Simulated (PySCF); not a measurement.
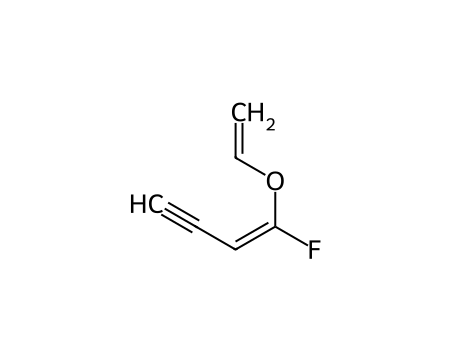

2D structure.

> Write the SMILES.

C#C/C=C(/F)OC=C

> Give the formula, hydrogens included.

C6H5FO.

> An optimisation with GFN2-xTB gave a structure of which point group?

Cs. Other conformers may differ.

The parts below concern this one geometry. Atoms keep their numbers from picture to picture. Computed geometry: GFN2-xTB optimisation. No frequency run is at hand to confirm it as a minimum.

**NMR shielding**

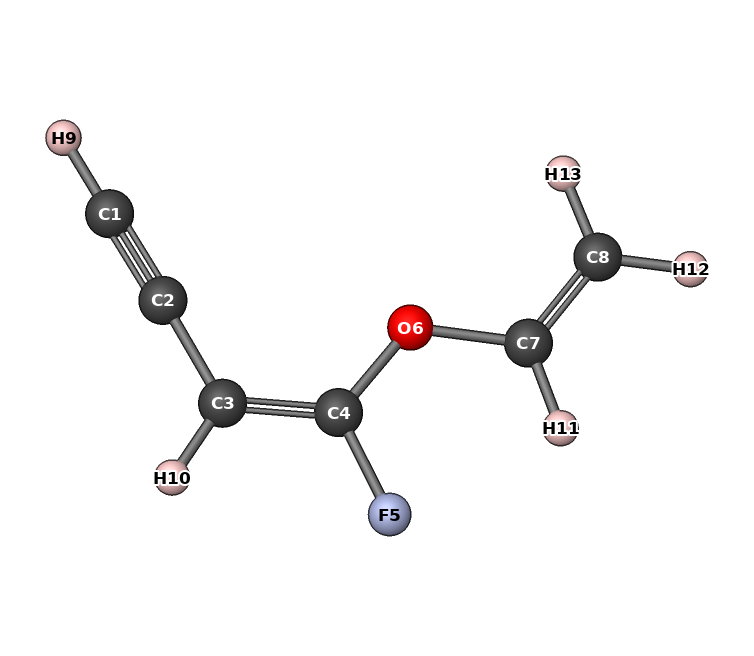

The questions are on isotropic NMR shieldings of the H atoms. No frequency run is at hand to confirm it as a minimum. Method: GIAO PBE0/pcSseg-1 NMR shielding, non-relativistic, gas phase (PySCF 2.14.0).

> Which H atom is the most shielded (lowest chemical shift)?

H9 (28.95 ppm).

> Which H atom is the least shielded (highest chemical shift)?

H11 (24.50 ppm).

> How wide is the range of H shifts?

4.45 ppm.

Give the isotropic NMR shieldings of the H atoms atom by atom.

| atom | σ (ppm) |
| --- | --- |
| H9 | 28.95 |
| H10 | 27.17 |
| H11 | 24.50 |
| H12 | 26.89 |
| H13 | 26.51 |

**Electronic properties**

No frequency run is at hand to confirm it as a minimum. Level of theory: PBE0/def2-SVPD, gas phase (PySCF 2.14.0). Excitations: vertical, linear response.

> Give the LUMO energy (Kohn–Sham orbital) at this level.

−0.73 eV.

> Estimate the HOMO energy (Kohn–Sham orbital).

−6.48 eV.

> Estimate the lowest vertical singlet excitation.

5.23 eV.

> What is the dipole moment?

1.25 D.

**Polarisability**

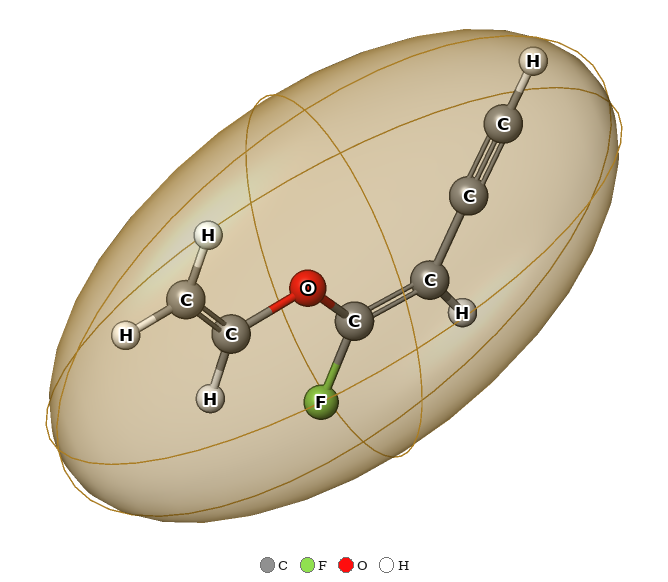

The ellipsoid shows the static dipole polarisability: its half-axes are proportional to the principal values. No frequency run is at hand to confirm it as a minimum. Method: PBE0/def2-SVPD (PySCF 2.14.0).

> Give the principal values, the mean and the anisotropy.

Principal values 48.0, 82.9, 119.8 bohr³; mean 83.5 bohr³ (12.38 Å³); anisotropy 62.2 bohr³, so the longest axis is 2.50 times the shortest.

**Quadrupole coupling**

No frequency run is at hand to confirm it as a minimum. Electric field gradients from the ground-state density, PBE0/pcSseg-1 (PySCF 2.14.0), non-relativistic apart from any core potentials.

Give the largest field-gradient component, the quadrupole coupling constant and the asymmetry for 17O at O6 (Q = −25.6 mb), 2H at H9 (Q = 2.86 mb), 2H at H10 (Q = 2.86 mb).

```
atom  V_zz (a.u.)  e²qQ/h (MHz)     η
  O6        1.831        −11.01  0.37
  H9        0.399         0.268  0.01
 H10        0.332         0.223  0.11
```
